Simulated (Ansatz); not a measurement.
# Nudged elastic band of CH6FInOSi (part 2 of 2)

CH6FInOSi; RKS revPBE/def2-SVP (Ansatz 0.2.0). The run did not end well. One setting was made poor on purpose. It belongs to a series of runs on one base structure; here: band between the two ends.

Geometry of the input (Å):
```
C  -1.6999  0.4933  -1.0838
In -2.0462  -1.3204  0.4253
Si 1.8560  -0.2808  1.0265
O  0.6661  -0.9225  0.0318
F  1.1617  0.3735  2.3690
H  -0.7499  0.8805  -1.5372
H  -2.1685  1.3732  -0.5774
H  -2.3531  0.2405  -1.9556
H  2.6062  0.8201  0.3395
H  2.7189  -1.4219  1.4539
H  0.0743  -0.2925  -0.4715
```

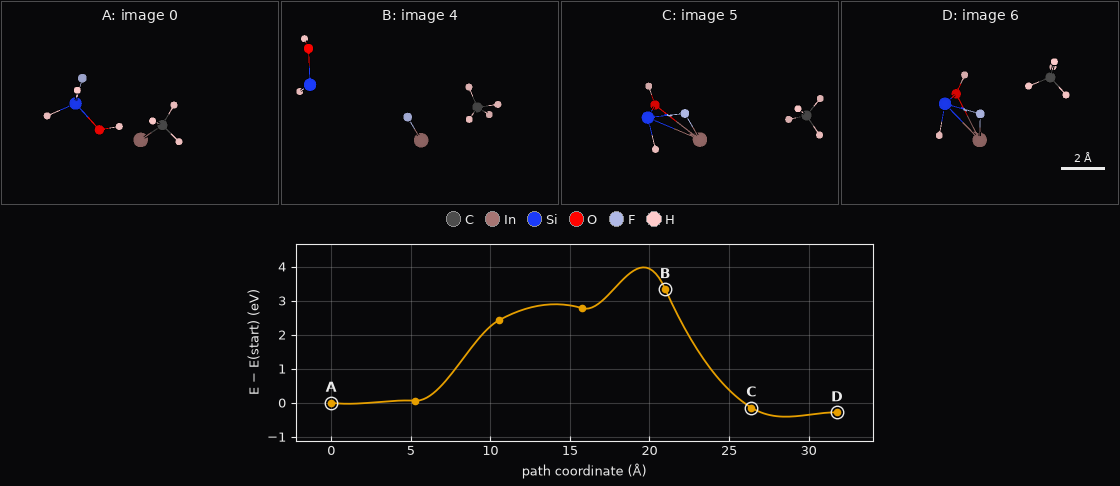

**Figure 1.** Images of the last band (counted from 0; ball-and-stick, seen at a tilt) above the energy along the path; the line is a cubic interpolation that uses the forces. The highest image is number 4, 3.338 eV above the start and 3.618 eV above the end; the end lies 0.281 eV below the start. The path is 31.79 Å long. The band had not converged after 60 iterations. The end points carry forces over 0.1 eV/Å, so they aren't fully relaxed minima and the barriers are approximate.

```
Unfinished report: {"positions_ang":[[-3.0929761704935603,0.5777070675910465,-1.5032838301575802],[-1.6393178157661956,-1.9615769092703734,-0.3576378013715928],[4.538812489373746,-0.6998463340414112,1.2835694709674408],[4.783684015629526,0.7664983074214874,2.1149113568143836],[-0.11137240576193701,-0.7907149486158545,-0.6452505599502669],[-2.7548890569063094,1.2352575932071057,-0.7679174051964481],[-4.08115906603742,0.23533153364921375,-1.317815497385213],[-2.3321759935776694,0.20423451237975532,-2.2260491142316625],[4.007942073308565,-1.5866971081297871,2.4501317882752542],[4.511230173027763,0.8718257333815124,3.0047719184342894],[-3.764177242796505,1.0909805624273043,-2.014831326198607]],"unchecked":["starts","cluster_reference","orbital_swaps","neighbouring_geometries","increment"],"mean_field":{"relativity":"none","state":{"energy":{"ev":-18939.971180513545,"hartree":-696.0311029103128},"converged":true,"gradient_ev":9.774677498977338e-6,"stability":{"kind":"minimum","curvature_ev":43.716836844630684},"curvature_floor_ev":0.00030000000000000003,"spin_squared":3.197442310920451e-14},"others":[],"fillings":{"estimated":0,"unestimated":0,"tried":0,"untried":0,"excluded_magnetic_sites":0},"n_dropped_functions":0,"n_trapped_functions":0,"passes":{"evaluations":5,"products":30},"factors":{"origin":"density fitting in generated functions","count":1309,"bound_ev":null},"gradient_stop_ev":0.00009,"reference_kind":"stationary","functional":{"name":"revPBE","citations":["Zhang & Yang, Phys. Rev. Lett. 80, 890 (1998) doi:10.1103/PhysRevLett.80.890","Perdew, Burke & Ernzerhof, Phys. Rev. Lett. 77, 3865 (1996) doi:10.1103/PhysRevLett.77.3865"],"text":"name \"revPBE\"\ncite \"Zhang & Yang, Phys. Rev. Lett. 80, 890 (1998) doi:10.1103/PhysRevLett.80.890\"\ncite \"Perdew, Burke & Ernzerhof, Phys. Rev. Lett. 77, 3865 (1996) doi:10.1103/PhysRevLett.77.3865\"\nparameter kappa = 1.245\nparameter beta = 0.06672455060314922\nexchange = pbe_x(kappa = kappa, mu = beta*pi^2/3)\ncorrelation = pbe_c(beta = beta)\n","parameters":{"beta":{"value":0.06672455060314922,"default":0.06672455060314922},"kappa":{"value":1.245,"default":1.245}},"final_grid":{"core_spheres":13.0,"valence_spheres":11.0,"degree":36.0},"final_grid_parameter_source":"default","radial_points_factor":1.0,"radial_grid_error_ev":3.302647371798941e-7,"grid_sensitivity":"normal","grid_sensitivity_ratio":0.001870803151768979},"unsmoothed_excess_ev":-0.00007004665582043802,"symmetry":{"irreps":["A"],"axes":[[0.6902659065143831,0.34567682963819374,0.6356418077464414],[-0.6434613878175417,-0.10848223001012545,0.7577526299261211],[0.3308933675548665,-0.9320617657769882,0.14754810769671903]],"occupied":[{"A":32},{"A":32}]},"density_repulsion":{"missed_ev":0.000051988645931263864,"excess_ev":0.000051988645931263864,"most_excess_ev":0.000832,"are_drawn_again":false,"n_first_factors":1309,"energy_change_ev":0.0,"n_dropped_ends":0},"direct_passes":"host"},"factors":{"origin":"density fitting in generated functions","count":1309,"bound_ev":null},"n_frozen":0,"n_occupied":[32,32],"n_virtual":[84,84],"reference":{"ev":-18939.971180513545,"hartree":-696.0311029103128},"total":{"ev":-18939.971180513545,"hartree":-696.0311029103128},"forces_ev_per_angstrom":[[2.750021357761744,-2.1198752565267047,0.1417593379473945],[-1.37824332540914,-1.295153418375099,0.395976473906478],[0.20741917398275161,0.2760062624265495,-0.13495655262151168],[0.497099700447542,-0.3677683963386336,-2.190624939885486],[1.440827497920089,1.120413640903923,-0.2781131706705071],[0.9847564089417546,1.1386467347044877,1.7750971682397243],[-0.9073793132995488,-3.550410070376729,1.9800129149671108],[-0.6223184264698602,-0.42742483161309014,0.5504486177642112],[-0.12658882547748188,-0.007641553918995843,0.23060020098229556],[-0.5907193080212773,0.0992642354276376,2.0796833515146234],[-2.2548749403675616,5.133942653684538,-4.549883402143259]],"charge_distribution":{"dipole_moment_e_ang":[-0.7130661930592845,0.002261553012981404,0.2409935670538774],"mulliken_charges_e":[-0.11285506874771123,0.3736248983510393,0.3312393391583015,-0.34280789239588927,-0.42636575051478687,0.04626037002691963,0.042054619306847396,0.09182578372145811,-0.1567023903143243,0.1679032979845354,-0.014177206576361456],"lowdin_charges_e":[0.0179086756508422,0.067138849668261,0.15930072797645778,0.0570810002818245,-0.16128606574712734,0.005127684422219669,0.04071905440803447,0.04913214855127235,-0.1604136799695286,-0.05590030685582059,-0.018808088386432997]},"n_threads":2,"memory_gib":2.556818182580173,"seconds":{"hamiltonian":2.074733255,"orbitals":0.0,"second_order":0.0,"solver_start":0.0,"cycles":0.0,"cycle":0.0,"perturbative":0.0,"full_ci_increment":0.0,"forces":0.0}}
this run last wrote the band of iteration 60 to [file]
Error: NEB band did not converge after 60 iterations: max|band force component| = 4.24e0 eV/Å (threshold 2.0e-1); raise `neb.max_iterations` in a new run, which can start from the last band evaluated (`neb.initial_path`, with `crystal.atoms` and `neb.final_atoms` set to its first and last images), add images, or start from endpoints closer to local minima. Where this run's directory can be resumed (`checkpoint.write`), a resume goes on for up to `neb.max_iterations` more; to start a new run from the last band, take its images' positions from the `neb_iteration` event of iteration 60 (`data.images[].positions_ang`), in the event stream of the run that computed that iteration (not this run's, if it was resumed behind it). With `checkpoint.write`, `steps/00-neb/state/checkpoint.json` in the run directory holds the last saved band, under `neb.evaluated.images[].positions_ang` (a band under a hybrid functional on support functions is neither saved nor resumed: `neb.initial_path` says where its path is): check the last entry of `neb.iterations` there, which is earlier than 60 if that iteration was not saved or its write failed. If the band's step has no `state` directory and holds `state.next`, a write was cut short, and the file is under `state.next` instead (behind a loss of power it can be under `state.prev`)
this run wrote the band of iteration 60 to [file] as well, whether or not its events were kept: a new run's `neb.initial_path` can list its `images[].positions_ang`
a run's events are kept only if it was started with --events-out <file>, and are in that file
```

The last band as extended XYZ (Å, eV, eV/Å)
```
11
Properties=species:S:1:pos:R:3:forces:R:3 image=0 energy=-18943.30867
C    -1.6999    0.4933   -1.0838   -0.0059   0.0924  -0.0699
In   -2.0462   -1.3204    0.4253   -0.0086  -0.0040   0.0018
Si    1.8560   -0.2808    1.0265   -0.0420  -0.0058   0.0098
O     0.6661   -0.9225    0.0318    0.0226   0.0060   0.0205
F     1.1617    0.3735    2.3690    0.0128  -0.0145  -0.0345
H    -0.7499    0.8805   -1.5372   -0.0989  -0.0388   0.0351
H    -2.1685    1.3732   -0.5774    0.0447  -0.0774  -0.0485
H    -2.3531    0.2405   -1.9556    0.0670   0.0258   0.0868
H     2.6062    0.8201    0.3395   -0.0007   0.0069   0.0010
H     2.7189   -1.4219    1.4539    0.0003   0.0033  -0.0008
H     0.0743   -0.2925   -0.4715    0.0086   0.0061  -0.0012
11
Properties=species:S:1:pos:R:3:forces:R:3 image=1 energy=-18943.24571
C    -2.4165    1.2381   -1.0456   -0.0569   0.0179  -0.0622
In   -1.5948   -0.6076    0.0178   -0.0040   0.0226  -0.0063
Si    2.2340   -0.6187    0.8583   -0.1291   0.2147   0.0769
O     1.7193   -2.1343    0.4150    0.2171  -0.1619  -0.0869
F     1.2623    0.5200    0.1266    0.0453  -0.0170  -0.0028
H    -2.0311    2.1708   -0.5757    0.0035  -0.0229  -0.0225
H    -3.5302    1.2710   -1.0048    0.0657  -0.0163   0.0077
H    -2.1187    1.2492   -2.1203   -0.0033   0.0056   0.0829
H     3.6268   -0.4456    0.3514   -0.0153  -0.0370  -0.0377
H     2.1077   -0.3304    2.3255    0.0251  -0.0349   0.0079
H     0.8067   -2.3694    0.6724   -0.1481   0.0294   0.0430
11
Properties=species:S:1:pos:R:3:forces:R:3 image=2 energy=-18940.88660
C    -2.0910    1.2356   -0.8416    0.0198  -0.0352   0.0517
In   -1.3458   -0.8093   -0.8655    0.1192  -0.0086   0.0782
Si    2.8215   -0.5180    1.4056   -0.2723  -0.0594   0.0921
O     2.9647   -1.3864    2.6909   -0.0668  -0.1255  -0.0078
F     0.4821   -0.9616    0.0728    0.0058   0.0753   0.0283
H    -1.7326    1.7478    0.0709    0.0117   0.0334  -0.0133
H    -3.1985    1.2210   -0.8655    0.0253  -0.0039   0.0071
H    -1.7144    1.7615   -1.7412    0.0252   0.0157   0.0089
H     3.3474   -0.9387    0.0634   -0.0053   0.1054  -0.0912
H     2.4277    0.9342    1.5168   -0.0268  -0.0025  -0.2408
H    -1.8955   -2.3431   -1.4861    0.1643   0.0052   0.0867
11
Properties=species:S:1:pos:R:3:forces:R:3 image=3 energy=-18940.52851
C    -2.4588    1.1122   -1.0131    0.0059   0.0249  -0.0047
In   -2.5818   -0.9847   -1.6203   -0.0055  -0.0423   0.0165
Si    3.3665   -0.2035    1.8778    0.1225  -0.0061  -0.0281
O     4.8056    0.1554    2.7227   -0.0208   0.1752  -0.0496
F    -0.8519   -1.9460   -1.2843    0.0620   0.0443   0.0221
H    -1.9240    1.1684   -0.0422   -0.0325  -0.0422  -0.0671
H    -3.4647    1.5670   -0.9158    0.0225  -0.0471  -0.0070
H    -1.8772    1.6784   -1.7713   -0.0284  -0.0835   0.0244
H     4.0069   -1.3806    1.0936   -0.0831  -0.0477   0.0219
H     4.7023    0.9665    3.2600   -0.0235  -0.1203   0.0543
H    -3.6573   -2.1902   -2.2865   -0.0191   0.1448   0.0174
11
Properties=species:S:1:pos:R:3:forces:R:3 image=4 energy=-18939.97111
C    -3.0930    0.5777   -1.5033    2.7500  -2.1199   0.1418
In   -1.6393   -1.9616   -0.3576   -1.3782  -1.2952   0.3960
Si    4.5388   -0.6998    1.2836    0.2074   0.2760  -0.1350
O     4.7837    0.7665    2.1149    0.4971  -0.3678  -2.1906
F    -0.1114   -0.7907   -0.6453    1.4408   1.1204  -0.2781
H    -2.7549    1.2353   -0.7679    0.9848   1.1386   1.7751
H    -4.0812    0.2353   -1.3178   -0.9074  -3.5504   1.9800
H    -2.3322    0.2042   -2.2260   -0.6223  -0.4274   0.5504
H     4.0079   -1.5867    2.4501   -0.1266  -0.0076   0.2306
H     4.5112    0.8718    3.0048   -0.5907   0.0993   2.0797
H    -3.7642    1.0910   -2.0148   -2.2549   5.1339  -4.5499
11
Properties=species:S:1:pos:R:3:forces:R:3 image=5 energy=-18943.44655
C    -2.9310    1.1747   -1.7572    0.0219  -0.1798  -0.0771
In    0.6458   -1.5246    0.8286    0.1916  -0.0036   0.1915
Si    3.5955   -1.0484    1.2147    0.0641   0.1158  -0.0715
O     2.5010   -0.6894    2.5605   -0.3581  -0.2123   0.0559
F     2.4793   -0.2461    0.0236    0.1274   0.0319   0.0387
H    -2.6682    0.6153   -0.8345   -0.0367   0.0133  -0.1234
H    -3.5615    2.0381   -1.4880   -0.0288   0.1579   0.0460
H    -2.0041    1.5247   -2.2569   -0.0907  -0.0174   0.0404
H     2.7808   -2.4268    0.9789   -0.1229  -0.0649  -0.0955
H     2.7345    0.0020    3.2013    0.0949   0.1354  -0.1211
H    -3.5065    0.5235   -2.4504    0.1373   0.0237   0.1160
11
Properties=species:S:1:pos:R:3:forces:R:3 image=6 energy=-18943.58948
C    -1.8588    1.0971   -1.3399    0.0048  -0.0053   0.0024
In    0.7107   -2.5832    0.7963    0.0013   0.0012   0.0049
Si    2.5343   -0.2316    0.9379   -0.0010   0.0031  -0.0080
O     1.2248   -0.6145    2.1431   -0.0029   0.0047   0.0040
F     1.4017   -0.4294   -0.4166    0.0044  -0.0083   0.0043
H    -1.8303    2.1289   -1.7392    0.0015   0.0046   0.0000
H    -2.5142    1.0685   -0.4476    0.0003   0.0023   0.0020
H    -2.2657    0.4177   -2.1135   -0.0039   0.0016  -0.0027
H     2.8446   -1.8347    0.9167    0.0025   0.0032  -0.0044
H     0.6540    0.1482    2.3515   -0.0083  -0.0071  -0.0049
H    -0.8356    0.7760   -1.0683    0.0014   0.0000   0.0025
```

Outcome

```json
{"quantity": "outcome", "value": "not converged"}
{"quantity": "barrier, forward (band not converged)", "value": "3.338 eV"}
{"quantity": "barrier, backward", "value": "3.618 eV"}
{"quantity": "wall time", "value": "13 min (CPU time 25 min)"}
{"quantity": "peak memory", "value": "0.16 GiB"}
```

Diagnosis

The run did not converge: “NEB band did not converge after 60 iterations: max|band force component| = 4.24e0 eV/Å (threshold 2.0e-1); raise `neb.max_iterations` in a new run, which can start from the last band evaluated (`neb.initial_path`, with `crystal.atoms` and `neb.final_atoms` set to its first and last images), add images, or start from endpoints closer to local minima …” Its last values are not results. A deliberately poor setting: loose force.
